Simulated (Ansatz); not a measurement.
Geometry relaxation, with input and output: BSiH4O2F (part 2 of 2)

The same run, continued: BSiH4O2F; RKS PBE0/6-31G* (Ansatz 0.2.0). It belongs to a series of runs on one base structure; here: end point A relaxed.

Geometry of the input (Å):
```
O  -1.7326  0.9504  0.7474
B  -0.4890  1.1759  0.0847
F  0.3846  2.2047  0.5464
O  -0.0742  0.4159  -1.1135
Si 0.7026  -0.9892  -0.5647
H  -1.6181  0.3278  1.4323
H  1.9423  -0.5743  0.1828
H  1.1332  -1.7882  -1.7063
H  -0.1603  -1.7692  0.3738
```

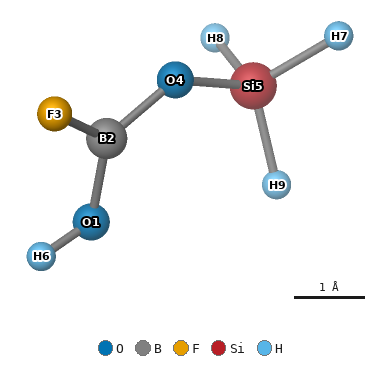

**Figure 1.** The geometry at step 16 of the log (ball-and-stick view, seen at a tilt; atoms are numbered from 1 in the order of the input).

Trajectory as extended XYZ, continued:
```
9
Properties=species:S:1:pos:R:3:forces:R:3 step=7 energy=-15422.97095
O    -1.7735    0.7594    0.6359    0.0471   0.6575   2.5955
B    -0.5431    1.1518    0.1775   -0.2165   0.0661  -0.1326
F    -0.0522    2.3553    0.5049   -0.0528  -0.2125   0.0795
O     0.1741    0.3640   -0.6657   -0.1385   0.4985   0.1703
Si    0.8954   -1.1125   -0.5751    0.0284  -0.4948  -0.1043
H    -1.9621    1.1464    1.5717    0.3486  -0.6751  -2.6362
H     2.2565   -0.9982    0.0255   -0.0609   0.0465  -0.0486
H     1.0008   -1.6628   -1.9552    0.0223   0.0715   0.0863
H     0.0927   -2.0497    0.2633    0.0223   0.0424  -0.0099
9
Properties=species:S:1:pos:R:3:forces:R:3 step=8 energy=-15423.17806
O    -1.6459    0.6231    0.7071   -0.1689   0.3936   0.6831
B    -0.5128    1.1681    0.1924    0.2007  -0.5442  -0.1772
F    -0.1023    2.3941    0.5168   -0.1709   0.0863   0.0283
O     0.2365    0.4223   -0.6606    0.0810   0.2052   0.0345
Si    0.8677   -1.1093   -0.5736    0.0817  -0.0310  -0.0038
H    -2.0007    1.1456    1.4494    0.0693  -0.1492  -0.4934
H     2.2394   -1.0198    0.0039   -0.0261  -0.0337  -0.0389
H     0.9503   -1.6639   -1.9494   -0.0340   0.0235   0.0227
H     0.0563   -2.0064    0.2968   -0.0329   0.0495  -0.0554
9
Properties=species:S:1:pos:R:3:forces:R:3 step=9 energy=-15423.25535
O    -1.5791    0.5723    0.8124   -0.0718   0.0038   0.1152
B    -0.5028    1.1504    0.2235    0.1428   0.0762   0.0401
F    -0.2720    2.4544    0.4299   -0.0086  -0.0540  -0.1299
O     0.3478    0.4444   -0.5503    0.1048   0.0498   0.0285
Si    0.8923   -1.1247   -0.5647    0.0285  -0.0927  -0.0536
H    -2.0253    1.2252    1.3650   -0.1393  -0.0549   0.0214
H     2.2801   -1.1443   -0.0255   -0.0266  -0.0009  -0.0289
H     0.9015   -1.5993   -1.9733   -0.0056   0.0192   0.0288
H     0.0460   -2.0246    0.2660   -0.0243   0.0535  -0.0217
9
Properties=species:S:1:pos:R:3:forces:R:3 step=10 energy=-15423.29324
O    -1.5095    0.5532    0.8908   -0.1038   0.0202   0.0916
B    -0.4750    1.1645    0.2540   -0.0828  -0.1182   0.0448
F    -0.3897    2.4945    0.2732    0.0264   0.2248  -0.0320
O     0.4723    0.4665   -0.4021    0.1420  -0.0756  -0.0444
Si    0.9097   -1.1326   -0.5484   -0.0537   0.0758   0.0536
H    -2.0876    1.2012    1.3170    0.0814  -0.1020  -0.0703
H     2.3096   -1.2670   -0.0664   -0.0121  -0.0131  -0.0134
H     0.8389   -1.5082   -1.9819    0.0036  -0.0062  -0.0360
H     0.0198   -2.0184    0.2467   -0.0010  -0.0058   0.0062
9
Properties=species:S:1:pos:R:3:forces:R:3 step=11 energy=-15423.29472
O    -1.4428    0.5194    0.9250    0.0161  -0.0986  -0.1228
B    -0.4581    1.1709    0.2539    0.4165   0.1970  -0.0703
F    -0.4462    2.5131    0.2050   -0.0991  -0.2745  -0.0048
O     0.5561    0.5060   -0.3551   -0.2952   0.0438   0.1289
Si    0.8961   -1.1164   -0.5304    0.1121   0.0135  -0.0309
H    -2.0941    1.1341    1.2747   -0.1019   0.1038   0.0973
H     2.2940   -1.3265   -0.0759    0.0121  -0.0165   0.0093
H     0.7989   -1.4611   -1.9722   -0.0291  -0.0114  -0.0112
H    -0.0155   -1.9858    0.2579   -0.0315   0.0429   0.0045
9
Properties=species:S:1:pos:R:3:forces:R:3 step=13 energy=-15423.30207
O    -1.4871    0.5165    0.8482   -0.0180   0.0015   0.0052
B    -0.4448    1.1704    0.2674    0.0049   0.0065  -0.0028
F    -0.4214    2.5071    0.2590    0.0008   0.0031   0.0041
O     0.5795    0.5036   -0.3073    0.0100  -0.0085  -0.0006
Si    0.9099   -1.1154   -0.5206   -0.0052   0.0023   0.0046
H    -2.1289    1.1354    1.2166    0.0062  -0.0075  -0.0088
H     2.3311   -1.3351   -0.1499    0.0017   0.0019  -0.0021
H     0.7166   -1.4595   -1.9536   -0.0070   0.0000  -0.0006
H     0.0335   -1.9692    0.3231    0.0065   0.0007   0.0010
9
Properties=species:S:1:pos:R:3:forces:R:3 step=14 energy=-15423.29584 accepted=F
O    -1.5696    0.5187    0.6999    0.5033   0.3137  -0.1851
B    -0.4296    1.1708    0.2910   -0.2263   0.0099   0.1568
F    -0.3359    2.5066    0.3907   -0.1611  -0.3013   0.0222
O     0.6355    0.5043   -0.2112   -0.1464  -0.0852   0.0404
Si    0.9224   -1.1158   -0.4934    0.0512  -0.1110  -0.0724
H    -2.2243    1.1315    1.0583    0.0638  -0.0063  -0.0508
H     2.3958   -1.3289   -0.3189   -0.2669   0.0246  -0.0454
H     0.5271   -1.4546   -1.9023    0.0721   0.0488   0.2644
H     0.1670   -1.9788    0.4687    0.1105   0.1068  -0.1300
9
Properties=species:S:1:pos:R:3:forces:R:3 step=15 energy=-15423.30457
O    -1.5133    0.5122    0.7855    0.0282   0.0239  -0.0023
B    -0.4325    1.1710    0.2833    0.0012   0.0180  -0.0689
F    -0.3926    2.5073    0.3093   -0.0231  -0.0219   0.0393
O     0.6139    0.5098   -0.2599   -0.0255  -0.0537   0.0379
Si    0.9135   -1.1124   -0.5066    0.0175  -0.0006  -0.0147
H    -2.1711    1.1244    1.1368    0.0221  -0.0043  -0.0138
H     2.3563   -1.3400   -0.2267   -0.0416   0.0065  -0.0165
H     0.6257   -1.4523   -1.9279    0.0034   0.0133   0.0482
H     0.0886   -1.9663    0.3892    0.0180   0.0188  -0.0090
9
Properties=species:S:1:pos:R:3:forces:R:3 step=16 energy=-15423.30527
O    -1.5513    0.5123    0.7053    0.2027   0.1684  -0.1195
B    -0.4291    1.1709    0.2835   -0.0927  -0.0145   0.2035
F    -0.3527    2.5034    0.3870   -0.0924  -0.1008  -0.0192
O     0.6372    0.5092   -0.2163   -0.0233  -0.0843  -0.0393
Si    0.9198   -1.1123   -0.4925    0.0157  -0.0414  -0.0461
H    -2.2091    1.1229    1.0611    0.0389  -0.0168  -0.0372
H     2.3837   -1.3371   -0.3106   -0.1435   0.0232  -0.0225
H     0.5358   -1.4515   -1.8969    0.0318   0.0236   0.1426
H     0.1540   -1.9641    0.4623    0.0629   0.0426  -0.0624
9
Properties=species:S:1:pos:R:3:forces:R:3 step=17 energy=-15423.30791
O    -1.5577    0.5146    0.6818    0.1620   0.1158  -0.0064
B    -0.4204    1.1695    0.3042   -0.1128   0.0200  -0.1003
F    -0.3468    2.5020    0.4023   -0.0565  -0.0824   0.0672
O     0.6456    0.5087   -0.1992   -0.0070  -0.0897   0.0564
Si    0.9198   -1.1121   -0.4880    0.0262  -0.0335  -0.0354
H    -2.2231    1.1247    1.0240    0.0386  -0.0184  -0.0283
H     2.3873   -1.3348   -0.3414   -0.1311   0.0167  -0.0212
H     0.5028   -1.4483   -1.8827    0.0285   0.0219   0.1265
H     0.1810   -1.9704    0.4821    0.0521   0.0495  -0.0585
9
Properties=species:S:1:pos:R:3:forces:R:3 step=18 energy=-15423.31555
O    -1.5566    0.5065    0.6104    0.0002  -0.0104  -0.0092
B    -0.4061    1.1689    0.3088   -0.0027   0.0300   0.0073
F    -0.3435    2.4950    0.4628    0.0086  -0.0081   0.0026
O     0.6852    0.5143   -0.1458   -0.0048   0.0084   0.0076
Si    0.9178   -1.1052   -0.4704    0.0031  -0.0304   0.0069
H    -2.2387    1.1086    0.9308   -0.0048  -0.0037  -0.0083
H     2.3827   -1.3411   -0.4218   -0.0050   0.0014  -0.0109
H     0.4078   -1.4302   -1.8295   -0.0060   0.0030   0.0077
H     0.2399   -1.9630    0.5376    0.0114   0.0099  -0.0036
9
Properties=species:S:1:pos:R:3:forces:R:3 step=19 energy=-15423.31902
O    -1.5669    0.4993    0.4786    0.2264   0.1334  -0.0499
B    -0.3816    1.1666    0.3298   -0.1143  -0.0111   0.0733
F    -0.3243    2.4817    0.5730    0.0055  -0.1483  -0.0383
O     0.7456    0.5192   -0.0526   -0.1647   0.0708   0.0207
Si    0.9170   -1.0976   -0.4385    0.0455  -0.1163  -0.0683
H    -2.2771    1.0894    0.7608    0.0423  -0.0225  -0.0198
H     2.3833   -1.3443   -0.5729   -0.1669   0.0254   0.0125
H     0.2380   -1.4013   -1.7369    0.0731   0.0316   0.1492
H     0.3545   -1.9590    0.6416    0.0531   0.0370  -0.0795
9
Properties=species:S:1:pos:R:3:forces:R:3 step=20 energy=-15423.32171
O    -1.5667    0.5023    0.4850    0.1399   0.0767  -0.0230
B    -0.3840    1.1677    0.3313   -0.0720  -0.0452  -0.0018
F    -0.3240    2.4815    0.5667    0.0077  -0.0398  -0.0002
O     0.7383    0.5193   -0.0599   -0.0975   0.0202   0.0319
Si    0.9161   -1.0982   -0.4399    0.0291  -0.0442  -0.0317
H    -2.2747    1.0933    0.7693    0.0160  -0.0138  -0.0107
H     2.3776   -1.3423   -0.5634   -0.0513   0.0158  -0.0002
H     0.2508   -1.4049   -1.7376    0.0161   0.0136   0.0531
H     0.3549   -1.9649    0.6315    0.0121   0.0166  -0.0174
9
Properties=species:S:1:pos:R:3:forces:R:3 step=21 energy=-15423.32366
O    -1.5716    0.5107    0.4485   -0.0087  -0.0012  -0.0025
B    -0.3832    1.1662    0.3363    0.0113   0.0026  -0.0012
F    -0.3142    2.4736    0.5997    0.0010   0.0091   0.0046
O     0.7396    0.5137   -0.0401   -0.0019  -0.0166   0.0002
Si    0.9180   -1.1008   -0.4333   -0.0173   0.0238   0.0068
H    -2.2824    1.0998    0.7280    0.0041  -0.0058  -0.0062
H     2.3743   -1.3308   -0.5999    0.0021  -0.0018  -0.0050
H     0.2147   -1.4068   -1.7074    0.0013  -0.0035  -0.0001
H     0.3933   -1.9718    0.6511    0.0081  -0.0066   0.0034
9
Properties=species:S:1:pos:R:3:forces:R:3 step=22 energy=-15423.32461
O    -1.5789    0.5209    0.3924    0.0205   0.0128   0.0042
B    -0.3795    1.1658    0.3468   -0.0130   0.0445   0.0007
F    -0.3036    2.4652    0.6497   -0.0186  -0.0459  -0.0040
O     0.7486    0.5093   -0.0053    0.0064  -0.0406  -0.0050
Si    0.9164   -1.1012   -0.4211    0.0245  -0.0084   0.0027
H    -2.2961    1.1077    0.6598    0.0044   0.0035  -0.0023
H     2.3656   -1.3214   -0.6603   -0.0206   0.0102   0.0030
H     0.1581   -1.4074   -1.6644   -0.0011   0.0048   0.0262
H     0.4579   -1.9850    0.6854   -0.0024   0.0191  -0.0256
9
Properties=species:S:1:pos:R:3:forces:R:3 step=23 energy=-15423.32475
O    -1.5804    0.5247    0.3693    0.0320   0.0163  -0.0070
B    -0.3776    1.1653    0.3488   -0.0075  -0.0048   0.0238
F    -0.3006    2.4594    0.6710   -0.0160  -0.0218  -0.0129
O     0.7533    0.5063    0.0090   -0.0060  -0.0109  -0.0054
Si    0.9197   -1.1017   -0.4159   -0.0220  -0.0001  -0.0029
H    -2.3001    1.1110    0.6309    0.0050   0.0074   0.0002
H     2.3645   -1.3140   -0.6852   -0.0199   0.0009   0.0040
H     0.1304   -1.4083   -1.6392    0.0176   0.0058   0.0033
H     0.4792   -1.9887    0.6941    0.0167   0.0073  -0.0031
9
Properties=species:S:1:pos:R:3:forces:R:3 step=24 energy=-15423.32488
O    -1.5806    0.5252    0.3706    0.0058   0.0006   0.0058
B    -0.3778    1.1642    0.3511    0.0020   0.0001  -0.0181
F    -0.3009    2.4590    0.6685   -0.0091  -0.0023   0.0051
O     0.7522    0.5049    0.0094   -0.0002  -0.0097   0.0067
Si    0.9184   -1.1028   -0.4162   -0.0047   0.0163  -0.0015
H    -2.2997    1.1129    0.6308    0.0035   0.0045   0.0005
H     2.3628   -1.3134   -0.6845   -0.0048  -0.0037  -0.0002
H     0.1326   -1.4070   -1.6418    0.0050  -0.0027   0.0044
H     0.4816   -1.9891    0.6950    0.0024  -0.0031  -0.0027
```

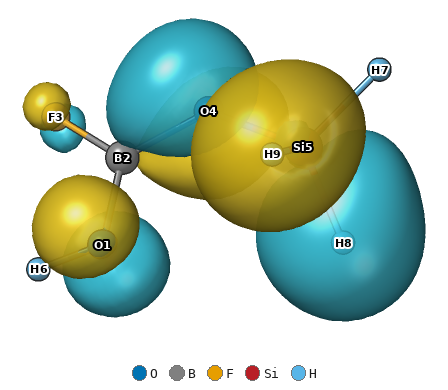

**Figure 2.** One frontier orbital at ±0.08 Å⁻³ᐟ² (yellow and cyan are the two phases), seen at a tilt. The HOMO, at −9.03 eV. Its weight (Hirshfeld) is mainly on O4 (30 %), Si5 (20 %), H8 (15 %), H9 (15 %) and O1 (10 %).

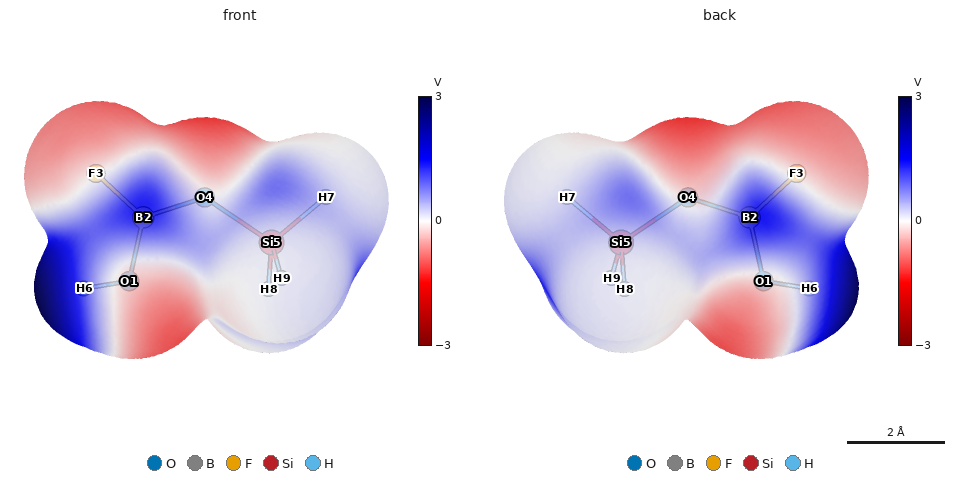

**Figure 3.** The molecular electrostatic potential painted on the density surface at 0.002 e/bohr³, seen face on and from behind; red is negative and blue positive.

Results in brief:

| quantity | value |
| --- | --- |
| outcome | converged |
| total energy | −15423.3249 eV |
| mean-field energy | −15423.3249 eV |
| largest force (length of the vector) at the end | 0.018 eV/Å |
| wall time | 33 s (CPU time 62 s) |
| peak memory | 0.21 GiB |
